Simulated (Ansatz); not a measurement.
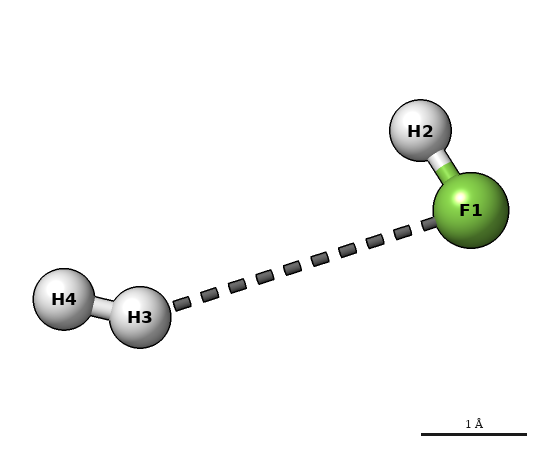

Two molecules or ions; the broken line marks their closest contact (measured against van der Waals radii). Geometry: a pair of rigid molecules at a changed separation. Program: Ansatz 0.2.0.

### Which two species are they?

HF and H2 (`F.[H][H]`).

### How long is the contact?

F1···H3 is 3.37 Å.

Give the counterpoise-corrected interaction energy (kcal/mol, monomers kept as in the pair) with RHF-CCSD(T) (frozen core)/def2-TZVPPD; r2SCAN-D4/def2-TZVPPD; B3LYP-D4/def2-TZVPPD; PBE0-D4/def2-TZVPPD; ωB97M-V/def2-TZVPPD; PBE-D4/def2-TZVPPD.

```json
{"level": "RHF-CCSD(T) (frozen core)/def2-TZVPPD", "interaction energy (kcal/mol)": "−0.2"}
{"level": "r2SCAN-D4/def2-TZVPPD", "interaction energy (kcal/mol)": "−0.2"}
{"level": "B3LYP-D4/def2-TZVPPD", "interaction energy (kcal/mol)": "−0.2"}
{"level": "PBE0-D4/def2-TZVPPD", "interaction energy (kcal/mol)": "−0.3"}
{"level": "ωB97M-V/def2-TZVPPD", "interaction energy (kcal/mol)": "−0.2"}
{"level": "PBE-D4/def2-TZVPPD", "interaction energy (kcal/mol)": "−0.3"}
```
